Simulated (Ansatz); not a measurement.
Consider CH5FOSn (SMILES C[O][SnH2][F]).

The calculation's input:

```
crystal:
  periodic: [false, false, false]
  atoms:
    - {symbol: C, position_ang: [0.565995, -0.205147, 2.995438]}
    - {symbol: F, position_ang: [-1.468800, 2.478016, 1.525676]}
    - {symbol: O, position_ang: [0.333760, -0.068880, 1.621171]}
    - {symbol: Sn, position_ang: [0.151289, 1.705856, 0.783455]}
    - {symbol: H, position_ang: [-0.325528, 0.042208, 3.601529]}
    - {symbol: H, position_ang: [1.404020, 0.421863, 3.361557]}
    - {symbol: H, position_ang: [0.829625, -1.255473, 3.204244]}
    - {symbol: H, position_ang: [-0.132965, 1.420218, -0.866529]}
    - {symbol: H, position_ang: [1.409862, 2.732427, 1.313835]}
basis:
  gaussian:
    orbitals: def2-TZVPD
hamiltonian:
  xc: pbe0
output: {forces: true, orbitals: {seedname: orbitals}}
```

Launched as:

```sh
ansatz run input.yaml --threads 2 --pin off --max-ram 4350MiB --events-out events.jsonl --progress --plain --runs-dir runs
```

Geometry: PBE0-D3(BJ)/def2-SVP; core potentials replace the inner electrons of Sn.

All numbers below come from isolated molecule in a Gaussian basis; Kohn-Sham density functional theory, functional PBE0 (Ansatz).

Predict the electron density and electron localisation function between the atoms.

C–O (1.40 Å): ρ is about 2.1 e/Å³ halfway, with its minimum of 1.8 e/Å³ about 0.5 Å from C; the ELF peaks at about 0.90 between the atoms: a shared but strongly polarised pair.
Sn–O (1.97 Å): ρ at the midpoint is about 0.81 e/Å³; the ELF peaks at about 0.85 in the valence shell of O, 0.6 Å from its nucleus, and drops to about 0.15 between the two atoms.
C–H (1.10 Å): ρ is about 2 e/Å³ halfway; the ELF climbs to about 1 towards the hydrogen, as it does in any bond to H: an ordinary covalent bond to hydrogen.
Sn–H (1.70 Å): the density is about 1.2 e/Å³ at the midpoint; the ELF climbs to about 1 towards the hydrogen.

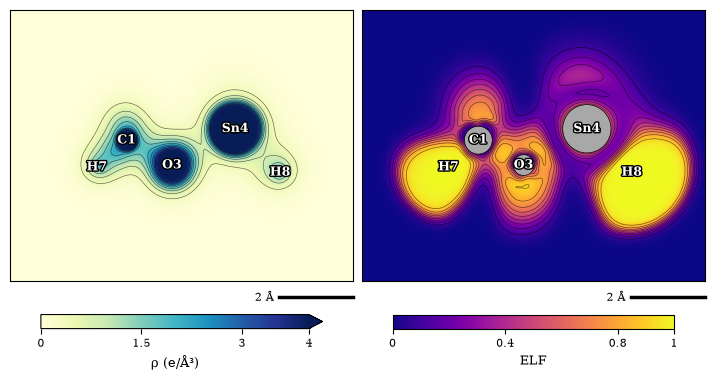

Computed electron density and electron localisation function on the plane of atoms O3, Sn4 and H8, in this order. Grey discs cover the atomic cores in the ELF map. 
